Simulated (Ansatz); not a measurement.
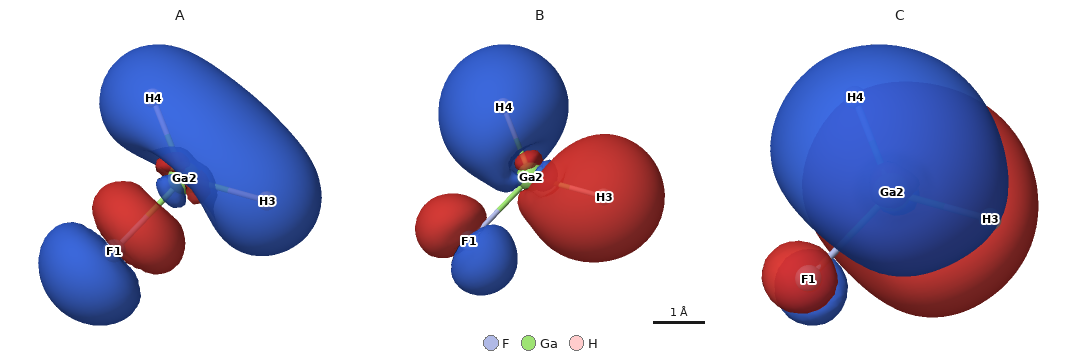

Figure. FGaH$_{2}$. Three frontier orbitals at ±0.08 Å⁻³ᐟ² (blue and red are the two phases), in no order.

Geometry: displaced from a GFN2-xTB structure.

All numbers below come from RKS PBE0-D4/def2-TZVPP in Ansatz 0.2.0.

Q: Which picture is the HOMO−1, the HOMO and the LUMO?

A: A is the HOMO−1 (−10.75 eV). By Hirshfeld shares it lies mainly on F1 (about 45 %), Ga2 (about 30 %), H3 (about 10 %) and H4 (about 10 %); it is symmetric in the molecular plane (an in-plane orbital: σ, lone-pair or in-plane π type). B is the HOMO (−8.93 eV). It lies mainly on Ga2 (about 30 %), H3 (about 25 %), H4 (about 25 %) and F1 (about 15 %); it is symmetric in the molecular plane (an in-plane orbital: σ, lone-pair or in-plane π type). C is the LUMO (−1.62 eV). By Hirshfeld shares it lies mainly on Ga2 (about 85 %); it changes sign across the molecular plane (π type).

Q: What is the HOMO–LUMO gap?

A: 7.31 eV between the orbital energies.
